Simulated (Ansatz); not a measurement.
**Si2H6O2: a changed input and its effect**

System: Si2H6O2.
Method of run 1: RKS B2PLYP (frozen core)/def2-TZVPP (Ansatz 0.2.0).

The geometry comes from this level: PBE0-D4/def2-TZVP. Text and figures count atoms from 1; the logs count them from 0 in places.

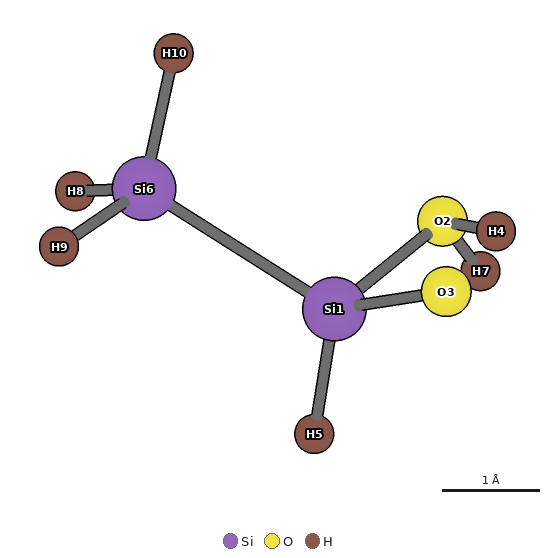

Fig. 1: The structure as given in the input (ball-and-stick view, seen at a tilt; atoms are numbered from 1 in the order of the input).

## Input, run 1
```yaml
crystal:
  periodic: [false, false, false]
  atoms:
    - {symbol: Si, position_ang: [-0.653332, 0.005278, -0.500152]}
    - {symbol: O, position_ang: [0.717001, 1.025092, -1.314313]}
    - {symbol: O, position_ang: [-0.588761, -0.891979, -1.778544]}
    - {symbol: H, position_ang: [0.452011, 0.259336, -2.010288]}
    - {symbol: H, position_ang: [-1.722110, 1.039225, -0.329783]}
    - {symbol: Si, position_ang: [0.199927, -0.717628, 1.560721]}
    - {symbol: H, position_ang: [0.479377, 1.898397, -1.650083]}
    - {symbol: H, position_ang: [0.424177, 0.448160, 2.459922]}
    - {symbol: H, position_ang: [-0.789201, -1.623941, 2.203053]}
    - {symbol: H, position_ang: [1.480812, -1.441740, 1.359567]}
basis:
  gaussian: {orbitals: def2-TZVPP}
hamiltonian: {xc: {name: B2PLYP}}
```

Command:
```bash
ansatz run in.yaml --threads 4 --pin off --events-out ev --progress --plain --max-ram 9574MiB
```

Hardware: 4 threads of Intel Xeon, 15 GiB of memory available, shared host.

## Output (run 1)
```
Functional definition: B2PLYP
  parameter a = 0.53
  parameter c = 0.27
  exchange = (1 - a)*b88_x + a*exact_x
  correlation = (1 - c)*lyp_c + c*(mp2_os + mp2_ss)
1352 factors; integrals over basis functions are off by at most 8.6e-4 eV
mean field evaluation 1: about -19926.7308 eV, gradient 6.3e1 eV
mean field evaluation 2: about -19926.8795 eV, gradient 6.4e1 eV
mean field evaluation 4: about -19933.3922 eV, gradient 1.3e1 eV
mean field evaluation 8: about -19933.7311 eV, gradient 5.8e-1 eV
mean field evaluation 16: about -19933.7320 eV, gradient 1.3e-4 eV
mean field -19933.73203630 eV, -732.5511407653 hartree, gradient 7.4e-6 eV, S^2 0.000000; 0 other end points of the search recorded, 0 dependent functions left out
12 core orbitals not correlated: weight in the atoms' cores, before any rotation towards them, 1.000 or more for the frozen orbitals, at most 0.000 for the correlated occupied ones
reference -19933.73220942 eV, -732.5511471271 hartree; 13, 13 occupied and 205, 205 virtual orbitals, 1352 factors
second order -25.01475289 eV of doubles, -0.00000000 eV of singles
Total energy: -19940.48619270 eV, -732.7993514347 hartree
```

For run 2 the input was changed thus:
```diff
-    - {symbol: Si, position_ang: [-0.653332, 0.005278, -0.500152]}
-    - {symbol: O, position_ang: [0.717001, 1.025092, -1.314313]}
-    - {symbol: O, position_ang: [-0.588761, -0.891979, -1.778544]}
-    - {symbol: H, position_ang: [0.452011, 0.259336, -2.010288]}
-    - {symbol: H, position_ang: [-1.722110, 1.039225, -0.329783]}
-    - {symbol: Si, position_ang: [0.199927, -0.717628, 1.560721]}
-    - {symbol: H, position_ang: [0.479377, 1.898397, -1.650083]}
-    - {symbol: H, position_ang: [0.424177, 0.448160, 2.459922]}
-    - {symbol: H, position_ang: [-0.789201, -1.623941, 2.203053]}
-    - {symbol: H, position_ang: [1.480812, -1.441740, 1.359567]}
+    - {symbol: Si, position_ang: [-0.732727, -0.105292, -0.528275]}
+    - {symbol: O, position_ang: [0.710867, 1.040747, -1.276106]}
+    - {symbol: O, position_ang: [-0.752494, -1.056024, -1.737764]}
+    - {symbol: H, position_ang: [0.720195, 0.474663, -2.077707]}
+    - {symbol: H, position_ang: [-1.724728, 1.009967, -0.366850]}
+    - {symbol: Si, position_ang: [0.190544, -0.723986, 1.540825]}
+    - {symbol: H, position_ang: [0.441679, 1.930319, -1.539216]}
+    - {symbol: H, position_ang: [0.489380, 0.485748, 2.359063]}
+    - {symbol: H, position_ang: [-0.787694, -1.560782, 2.286902]}
+    - {symbol: H, position_ang: [1.444878, -1.495159, 1.339229]}
```

Predict how the results change.

With the same method and basis, run 2 lies 2.2 kcal/mol lower.

## Output (run 2)
```
Functional definition: B2PLYP
  parameter a = 0.53
  parameter c = 0.27
  exchange = (1 - a)*b88_x + a*exact_x
  correlation = (1 - c)*lyp_c + c*(mp2_os + mp2_ss)
1349 factors; integrals over basis functions are off by at most 9.1e-4 eV
mean field evaluation 1: about -19926.1577 eV, gradient 6.6e1 eV
mean field evaluation 2: about -19926.3030 eV, gradient 6.6e1 eV
mean field evaluation 4: about -19933.3677 eV, gradient 1.7e1 eV
mean field evaluation 8: about -19933.8824 eV, gradient 6.0e-1 eV
mean field evaluation 16: about -19933.8836 eV, gradient 1.6e-4 eV
mean field -19933.88359930 eV, -732.5567106026 hartree, gradient 2.7e-6 eV, S^2 0.000000; 0 other end points of the search recorded, 0 dependent functions left out
12 core orbitals not correlated: weight in the atoms' cores, before any rotation towards them, 1.000 or more for the frozen orbitals, at most 0.000 for the correlated occupied ones
reference -19933.88377408 eV, -732.5567170256 hartree; 13, 13 occupied and 205, 205 virtual orbitals, 1349 factors
second order -24.80833633 eV of doubles, -0.00000000 eV of singles
Total energy: -19940.58202488 eV, -732.8028732025 hartree
```

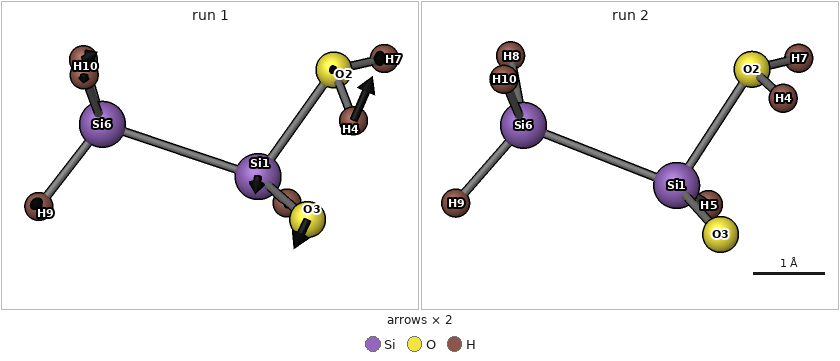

Fig. 2: The two input geometries at one scale (ball-and-stick view, seen at a tilt). The black arrows on the first give the shifts of the atoms after the best rigid fit, magnified 2 times. The atom that moves furthest after the best rigid fit is H4 (0.35 Å). By element the largest moves are H 0.35 Å, O 0.24 Å, Si 0.14 Å. Among the contacts that change: Si1–O2 1.892 → 1.989 Å, O2–H4 1.068 → 0.981 Å, Si1–O3 1.563 → 1.539 Å, Si1–H5 1.497 → 1.501 Å.

## The two runs side by side

| quantity | run 1 | run 2 |
| --- | --- | --- |
| outcome | converged | converged |
| total energy (hartree) | −732.799351 | −732.802873 |
| basis functions | 230 | 230 |
| wall time (shared host) | 2.2 s | 2.3 s |
